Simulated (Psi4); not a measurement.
**SiH4S (Si(SH)H3) at SCAN/def2-TZVPP (sweep point 4)**

Aim: the vertical ionisation energy of SiH4S (Si(SH)H3) at SCAN/def2-TZVPP (sweep point 4), from 2 runs. 

Program for the calculation: Psi4 1.11.

**1. Starting point**

SiH4S: 6 atoms, total charge 0, spin state singlet. SMILES: `[H][Si]([H])([H])S`. The shape is that of a GFN2-xTB optimisation.

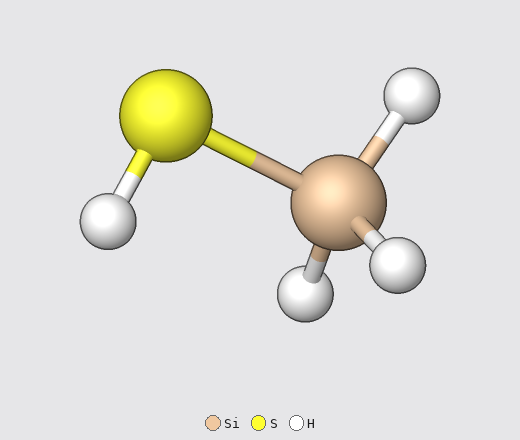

The structure, seen from a chosen angle (silicon light orange, sulfur yellow, hydrogen white).

**2. A single-point energy at SCAN/def2-TZVPP (sweep point 4)**

input.inp reads:

```
memory 1.6 GB

molecule system {
  0 1
  Si     0.201210    -0.014540    -0.544580
  S      0.253720     0.019820     1.601470
  H     -1.056810     0.059910     1.795240
  H      1.606010    -0.020690    -0.909950
  H     -0.503230     1.180600    -0.990160
  H     -0.500900    -1.225100    -0.952020
  units angstrom
  symmetry c1
}

set globals {
  puream true
  scf_type pk
  dft_radial_points 99
  dft_spherical_points 590
}

energy('scan/def2-TZVPP')
print_variables()
```

On the command line:

```
$ psi4 -i input.inp -o input.out -n 1
```

input.out (excerpt; [...] marks lines left out):

```text
[...]
  Running in c1 symmetry.
[...]
  Nuclear repulsion =   89.527504102436609
[...]
  Multiplicity = 1
[...]
  Nalpha       = 17
  Nbeta        = 17
[...]
    Number of basis functions: 140
[...]
   @RKS iter   1:  -690.07914804703080   -2.09710e-01   3.72220e-03 ADIIS/DIIS
[...]
   @RKS iter   9:  -690.17220118323030   -1.61929e-08   1.32787e-07 DIIS
[...]
    Orbital Energies [Eh]
    ---------------------
    Doubly Occupied:
       1A    -88.510054     2A    -65.848596     3A     -7.846035
       4A     -5.790554     5A     -5.787555     6A     -5.783295
       7A     -5.216875     8A     -3.560569     9A     -3.558173
      10A     -3.557995    11A     -0.698578    12A     -0.511843
      13A     -0.393819    14A     -0.345695    15A     -0.338957
      16A     -0.301327    17A     -0.235986
[...]
  @RKS Final Energy:  -690.17220118323030
   => Energetics <=
    Nuclear Repulsion Energy =             89.5275041024366089
    One-Electron Energy =               -1132.2280484778834762
    Two-Electron Energy =                 400.7236002122366472
    DFT Exchange-Correlation Energy =     -48.1952570200200370
    Empirical Dispersion Energy =           0.0000000000000000
    VV10 Nonlocal Energy =                  0.0000000000000000
    Total Energy =                       -690.1722011832302996
[...]
 Multipole Moments:
 ------------------------------------------------------------------------------------
     Multipole            Electronic (a.u.)      Nuclear  (a.u.)        Total (a.u.)
 ------------------------------------------------------------------------------------
 L = 1.  Multiply by 2.5417464519 to convert [e a0] to [Debye]
 Dipole X            :          0.8975378           -1.2039031           -0.3063653
 Dipole Y            :          0.0215859           -0.0178975            0.0036884
 Dipole Z            :          2.6367458           -3.0322731           -0.3955274
 Magnitude           :                                                    0.5003151
[...]
```

Run time: 24 s. Hardware: 1 thread of AMD EPYC 9R45 (Zen 5), shared host; peak memory 1.1 GiB.

**3. The doublet cation, same level**

job.dat reads:

```
memory 1600 MB

molecule molecule1 {
  1 2
  Si     0.201210    -0.014540    -0.544580
  S      0.253720     0.019820     1.601470
  H     -1.056810     0.059910     1.795240
  H      1.606010    -0.020690    -0.909950
  H     -0.503230     1.180600    -0.990160
  H     -0.500900    -1.225100    -0.952020
  symmetry c1
}

set basis def2-TZVPP
set reference uks
set puream true
set scf_type pk
set dft_radial_points 99
set dft_spherical_points 590
set maxiter 150

e_tot, wfn = energy('scan', return_wfn=True)
```

On the command line:

```
$ psi4 -n 1 job.dat job.out
```

job.out (excerpt; [...] marks lines left out):

```text
[...]
  Running in c1 symmetry.
[...]
  Nuclear repulsion =   89.527504102436609
[...]
  Multiplicity = 2
[...]
  Nalpha       = 17
  Nbeta        = 16
[...]
    Number of basis functions: 140
[...]
   @UKS iter   1:  -689.76382710792996    1.05611e-01   2.95684e-03 DIIS/ADIIS
[...]
   @UKS iter  10:  -689.81779594171655   -1.95586e-08   3.22110e-07 DIIS
[...]
   @S^2 Observed:                7.580459322E-01
[...]
    Orbital Energies [Eh]
    ---------------------
    Alpha Occupied:
       1A    -88.847748     2A    -66.073609     3A     -8.177828
       4A     -6.128440     5A     -6.118900     6A     -6.115273
       7A     -5.443601     8A     -3.788700     9A     -3.784446
      10A     -3.783387    11A     -1.010124    12A     -0.747117
      13A     -0.666174    14A     -0.598090    15A     -0.577964
      16A     -0.547704    17A     -0.540866
    Alpha Virtual:
      18A     -0.243437    19A     -0.233100    20A     -0.185578
      21A     -0.184797    22A     -0.154788    23A     -0.081465
      24A     -0.079315    25A     -0.035092    26A     -0.030591
[...]
  @UKS Final Energy:  -689.81779594171655
   => Energetics <=
    Nuclear Repulsion Energy =             89.5275041024366089
    One-Electron Energy =               -1123.0634097297840981
    Two-Electron Energy =                 391.6196973310571821
    DFT Exchange-Correlation Energy =     -47.9015876454261331
    Empirical Dispersion Energy =           0.0000000000000000
    VV10 Nonlocal Energy =                  0.0000000000000000
    Total Energy =                       -689.8177959417165539
[...]
 Multipole Moments:
 ------------------------------------------------------------------------------------
     Multipole            Electronic (a.u.)      Nuclear  (a.u.)        Total (a.u.)
 ------------------------------------------------------------------------------------
 L = 1.  Multiply by 2.5417464519 to convert [e a0] to [Debye]
 Dipole X            :          0.7070859           -1.2039031           -0.4968172
 Dipole Y            :          0.0269496           -0.0178975            0.0090521
 Dipole Z            :          3.0944547           -3.0322731            0.0621816
 Magnitude           :                                                    0.5007753
[...]
```

Run time: 44 s. Hardware: 1 thread of AMD EPYC 9R45 (Zen 5), shared host; peak memory 1.1 GiB.

**4. What came out**

Level: SCAN/def2-TZVPP (sweep point 4).

| quantity | value |
| --- | --- |
| singlet SiH4S: total energy | -690.17220 Eh |
| singlet SiH4S: dipole moment | 1.27 D |
| singlet SiH4S: HOMO energy | -6.42 eV |
| singlet SiH4S: LUMO energy | -0.41 eV |
| singlet SiH4S: HOMO–LUMO gap | 6.01 eV |
| doublet cation: total energy | -689.81780 Eh |
| doublet cation: HOMO energy (highest over α and β) | -14.72 eV |
| doublet cation: LUMO energy (lowest over α and β) | -12.71 eV |
| doublet cation: ⟨S²⟩ | 0.758 |
| vertical ionisation energy (to the doublet cation) | 9.644 eV |

**Reading.** The vertical ionisation energy comes to 9.64 eV (222 kcal/mol). −ε(HOMO) before ionisation, 6.42 eV, is 3.22 eV below this ionisation energy.
